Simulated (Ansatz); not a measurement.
The calculation's input:

```
crystal:
  periodic: [false, false, false]
  atoms:
    - symbol: B
      position_ang: [-0.047862, -1.716707, 2.496790]
    - symbol: "N"
      position_ang: [-1.186796, -2.397941, 2.565697]
    - symbol: Si
      position_ang: [-0.573305, -3.341723, 1.248169]
    - symbol: H
      position_ang: [0.763445, -0.903188, 2.768362]
basis:
  gaussian:
    orbitals: def2-TZVPD
magnetization:
  spin_polarized: true
  initial_magnetization: 1
hamiltonian:
  xc: {name: PBE0}
output: {forces: true, orbitals: {seedname: orbitals}}
```

Launched as:

```sh
ansatz run input.yaml --threads 1 --pin off --max-ram 2610MiB --events-out events.jsonl --progress --plain --runs-dir runs
```

Geometry: B3LYP/6-31G*.

Level of theory: Ansatz, isolated molecule in a Gaussian basis; Kohn-Sham density functional theory, functional PBE0.

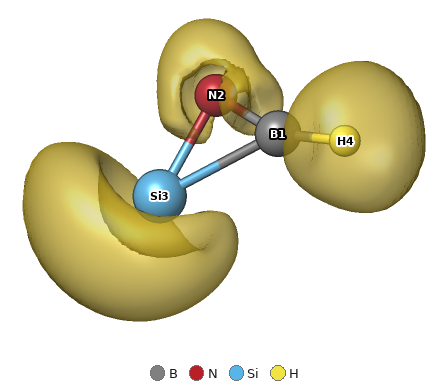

BHNSi (SMILES B1N=[Si]1) (doublet). Isosurface of the electron localisation function at 0.8 (yellow), seen at a tilt. Only the valence region is drawn (cores and ρ < 0.01 e/Å³ removed).

Identify the bonds, lone pairs and shells in this picture.

The ELF exceeds this value in one region around a hydrogen nucleus, one region on N in which the atom's valence shell and bonds are merged and one lobe on Si, pointing away from the bonds (non-bonding electrons). Profiles from the grid: B–N (1.33 Å): the ELF peaks at about 0.90 between the atoms (a polar covalent bond). Si–N (1.73 Å): the ELF peaks at about 0.85 between the atoms: a shared but strongly polarised pair.
